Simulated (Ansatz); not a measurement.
**One shape, several levels: InH3 (SMILES [H][In]([H])[H])**

Wanted: a comparison of 6 runs (UHF/STO-3G, r2SCAN0/STO-3G, revPBE/STO-3G, CCSDTQ/STO-3G, CCSD(T)/STO-3G, FCI/STO-3G) of InH3. 

Program for the calculation: Ansatz 0.2.0.

27 further runs of the same task are left out: 1 that didn't finish, 26 set aside as unsound or not needed.

### Step 1. Starting point

InH3 has 4 atoms, charge 0, and is taken as a singlet. SMILES: `[H][In]([H])[H]`. The H2–In1 distance was set to 3.437 Å, away from the relaxed value. At this shape a bond of the SMILES string is far longer than usual.

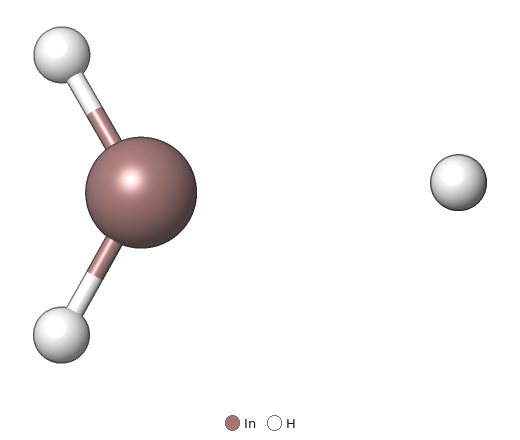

The structure, seen from a chosen angle (indium brown, hydrogen white).

### Step 2. The energy at UHF/STO-3G (run 1)

input.yaml reads:

```yaml
crystal:
  periodic: [false, false, false]
  atoms:
    - {symbol: In, position_ang: [-1.717629, 0.026310, -0.014590]}
    - {symbol: H, position_ang: [1.718930, -0.027790, 0.013510]}
    - {symbol: H, position_ang: [-2.552779, 1.528450, -0.031830]}
    - {symbol: H, position_ang: [-2.603329, -1.445830, -0.009240]}
basis:
  gaussian:
    orbitals: STO-3G
magnetization:
  spin_polarized: true
  initial_magnetization: 0
hamiltonian:
  xc: hf
accuracy: high
```

The run is started by

```console
$ ansatz run input.yaml --threads 1 --pin off --max-ram 2610MiB --events-out events.jsonl --progress --plain --runs-dir runs
```

What it wrote:

```text
Warning: RAYON_NUM_THREADS=1 ignored (pool sized by the plan → 1); use --threads N
Functional definition: HF
  name "HF"
  exchange = exact_x
  correlation = 0
523 factors; integrals over basis functions are off by at most 4.0e-9 eV
mean field evaluation 1: about -154674.4876 eV, gradient 8.1e0 eV
mean field evaluation 2: about -154674.4869 eV, gradient 8.1e0 eV
mean field evaluation 4: about -154677.8890 eV, gradient 1.4e0 eV
mean field evaluation 8: about -154677.9226 eV, gradient 1.7e-2 eV
mean field evaluation 16: about -154677.9226 eV, gradient 1.4e-4 eV
mean field evaluation 32: about -154681.3141 eV, gradient 5.0e-5 eV
mean field -154681.31406714 eV, -5684.4334452069 hartree, gradient 2.4e-8 eV, S^2 0.970303; 3 other end points of the search recorded, 0 dependent functions left out
reference -154681.31406714 eV, -5684.4334452069 hartree; 26, 26 occupied and 4, 4 virtual orbitals, 523 factors
Total energy: -154681.31406714 eV, -5684.4334452069 hartree
```

It took 0.36 s on 1 thread of AMD EPYC 9R45 (Zen 5), shared host.

### Step 3. The energy at r2SCAN0/STO-3G (run 2)

run.yaml reads:

```yaml
basis:
  gaussian: {orbitals: STO-3G}
crystal:
  periodic: [false, false, false]
  atoms:
    - {symbol: In, position_ang: [-1.717629, 0.026310, -0.014590]}
    - {symbol: H, position_ang: [1.718930, -0.027790, 0.013510]}
    - {symbol: H, position_ang: [-2.552779, 1.528450, -0.031830]}
    - {symbol: H, position_ang: [-2.603329, -1.445830, -0.009240]}
hamiltonian: {xc: {name: r2SCAN0}}
accuracy: high
```

The run is started by

```console
$ ansatz run run.yaml --threads 1 --pin off --max-ram 2610MiB --events-out events.jsonl --progress --plain --runs-dir runs
```

What it wrote:

```text
Warning: RAYON_NUM_THREADS=1 ignored (pool sized by the plan → 1); use --threads N
Functional definition: r2SCAN0
  name "r2SCAN0"
  parameter a = 0.25
  parameter k0 = 0.174
  parameter k1 = 0.065
  parameter a1 = 4.9479
  exchange = (1 - a)*r2scan_x(k0 = k0, k1 = k1, a1 = a1) + a*exact_x
  correlation = r2scan_c
523 factors; integrals over basis functions are off by at most 4.0e-9 eV
mean field evaluation 1: about -154736.9977 eV, gradient 1.6e1 eV
mean field evaluation 2: about -154731.2558 eV, gradient 1.3e1 eV
mean field evaluation 4: about -154739.1038 eV, gradient 1.4e1 eV
mean field evaluation 8: about -154739.0870 eV, gradient 1.4e1 eV
mean field evaluation 16: about -154742.3294 eV, gradient 9.0e-9 eV
mean field -154742.32938096 eV, -5686.6757166323 hartree, gradient 1.0e-8 eV, S^2 0.000000; 0 other end points of the search recorded, 0 dependent functions left out
reference -154742.32938132 eV, -5686.6757166454 hartree; 26, 26 occupied and 4, 4 virtual orbitals, 523 factors
Total energy: -154742.32938132 eV, -5686.6757166454 hartree
```

Run time: 1.2 s. Hardware: 1 thread of AMD EPYC 9R45 (Zen 5), shared host; peak memory 0.15 GiB.

Runs 3 to 4 aren't shown in full; the table further down has their settings and results.

### Step 4. The energy at CCSD(T)/STO-3G (run 5)

job.yaml reads:

```yaml
crystal:
  periodic: [false, false, false]
  atoms:
    - {symbol: In, position_ang: [-1.717629, 0.026310, -0.014590]}
    - {symbol: H, position_ang: [1.718930, -0.027790, 0.013510]}
    - {symbol: H, position_ang: [-2.552779, 1.528450, -0.031830]}
    - {symbol: H, position_ang: [-2.603329, -1.445830, -0.009240]}
basis:
  gaussian: {orbitals: STO-3G}
correlation: {method: ccsd_t, frozen_orbitals: {H: 0, In: 18}}
accuracy: high
scf: {omitted_lower_state_checks: [cluster_reference, increment]}
```

The run is started by

```console
$ ansatz run job.yaml --threads 1 --pin off --max-ram 2610MiB --events-out events.jsonl --progress --plain --runs-dir runs
```

What it wrote:

```text
Warning: RAYON_NUM_THREADS=1 ignored (pool sized by the plan → 1); use --threads N
[... 12 lines left out ...]
18 core orbitals not correlated: weight in the atoms' cores, before any rotation towards them, 1.000 or more for the frozen orbitals, at most 0.000 for the correlated occupied ones
[... 32 lines left out ...]
WARN: these amplitudes may be one of several solutions (largest doubles amplitude 0.71, level shift 7.93 eV)
Total energy: -154682.45534703 eV, -5684.4753864695 hartree
Checks for a lower state left out: cluster_reference, increment
```

Wall time 0.32 s (1 thread of AMD EPYC 9R45 (Zen 5), shared host).

### Step 5. A single-point energy at FCI/STO-3G (run 6)

in.yaml reads:

```yaml
basis:
  gaussian:
    orbitals: STO-3G
crystal:
  periodic: [false, false, false]
  atoms:
    - symbol: In
      position_ang: [-1.717629, 0.026310, -0.014590]
    - symbol: H
      position_ang: [1.718930, -0.027790, 0.013510]
    - symbol: H
      position_ang: [-2.552779, 1.528450, -0.031830]
    - symbol: H
      position_ang: [-2.603329, -1.445830, -0.009240]
accuracy: high
correlation:
  method: fci
  frozen_orbitals: {H: 0, In: 18}
```

The run is started by

```console
$ ansatz run in.yaml --threads 1 --pin off --max-ram 2610MiB --events-out events.jsonl --progress --plain --runs-dir runs
```

What it wrote (excerpt; [...] marks lines left out):

```text
Warning: RAYON_NUM_THREADS=1 ignored (pool sized by the plan → 1); use --threads N
[... 2 set-up lines as earlier in the session ...]
[...]
523 factors; integrals over basis functions are off by at most 4.0e-9 eV
[...]
mean field -154677.92264228 eV, -5684.3088126421 hartree, gradient 8.6e-8 eV, S^2 0.000000; 1 other end points of the search recorded, 0 dependent functions left out; unrestricted orbitals would lower it
unrestricted determinant -154681.31406714 eV, -5684.4334452068 hartree, S^2 0.9703
18 core orbitals not correlated: weight in the atoms' cores, before any rotation towards them, 1.000 or more for the frozen orbitals, at most 0.000 for the correlated occupied ones
reference -154677.92264228 eV, -5684.3088126421 hartree; 8, 8 occupied and 4, 4 virtual orbitals, 523 factors
state -154682.46612936 eV, -5684.4757827128 hartree
Total energy: -154682.46612936 eV, -5684.4757827128 hartree
```

Wall time 0.6 s (1 thread of AMD EPYC 9R45 (Zen 5), shared host).

### Step 6. The series

| run | level | frozen core orbitals | energy (Eh) | wall time |
| --- | --- | --- | --- | --- |
| 1 | UHF/STO-3G | – | -5684.433445 | 0.36 s |
| 2 | r2SCAN0/STO-3G | – | -5686.675717 | 1.2 s |
| 3 | revPBE/STO-3G | – | -5686.087790 | 0.72 s |
| 4 | CCSDTQ/STO-3G | 18 | -5684.475784 | 2.6 s |
| 5 | CCSD(T)/STO-3G | 18 | -5684.475386 | 0.32 s |
| 6 | FCI/STO-3G | 18 | -5684.475783 | 0.6 s |

### Step 7. Outcome

```
                                           quantity           value
                                run 6: total energy  -5684.47578 Eh
run 6: correlation energy (18 core orbitals frozen)      -167.0 mEh
```

Against full CI in this basis: UHF +42.3 mEh; CCSDTQ -0.0 mEh; CCSD(T) +0.4 mEh. Totals of different functionals can't be ranked against each other. In run 5 the T1 diagnostic is large, so a single reference may not serve. In runs 4, 5 the log says that unrestricted orbitals would lower the reference, so the values rest on an unstable closed-shell determinant (other closed-shell runs at this shape may share the fault). In runs 1, 2, 3, 4, 5, 6 the basis is minimal, so the values are rough. In runs 1, 2, 3, 4, 5, 6 relativity is left out where basis or elements ask for it. Spin contamination of the reference: run 1 ⟨S²⟩ = 0.97. Where it is this large, the reference is a mixture of spin states, and values that rest on it are in doubt. All runs together took 5.8 s, the longest 2.6 s.
